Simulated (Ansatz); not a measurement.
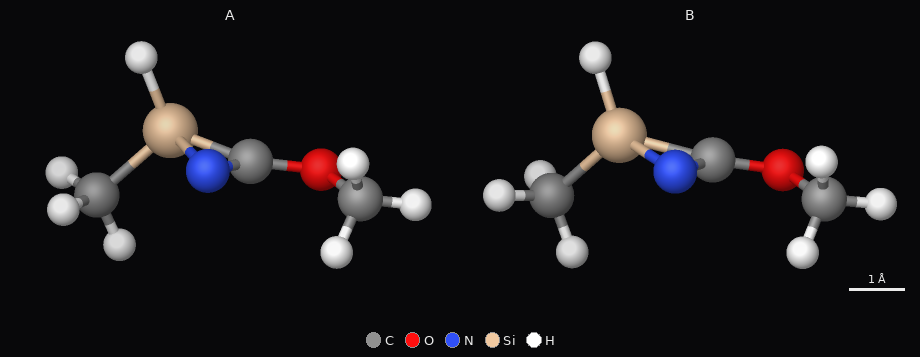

Two geometries of C3H7NOSi (coarse preliminary run), drawn at one scale. One is the start of a relaxation, the other its converged end. A ball-and-stick model, seen at a tilt.

Computed with RKS PBE-D4/def2-SVP (Ansatz 0.2.0). Settings: force threshold 0.03 eV/Å; at most 200 steps.

Q: Which of the two is the end point?

A: Structure B is the relaxed one. The start comes from a force field. Over 10 accepted moves (11 points after the start) the energy falls by 0.856 eV. The largest force component goes from 5.5 to 0.024 eV/Å. The line search rejected the trial step at point 3 of the run. An H atom moves most after the best rigid fit: 0.65 Å. By element the largest moves are H 0.65 Å, Si 0.47 Å, N 0.22 Å, C 0.11 Å, O 0.05 Å. Some distances before and after: C–N 1.210 → 1.299 Å, C–Si 1.727 → 1.798 Å, N–Si 1.892 → 1.829 Å, C–H 1.047 → 1.104 Å. Bond angles that change, for instance: N–Si–C 101.2° → 119.7°, N–Si–H 102.0° → 117.2°, O–C–Si 143.8° → 158.5°. The run took 18 s on 4 threads of Arm Neoverse V1, with other jobs on the host.
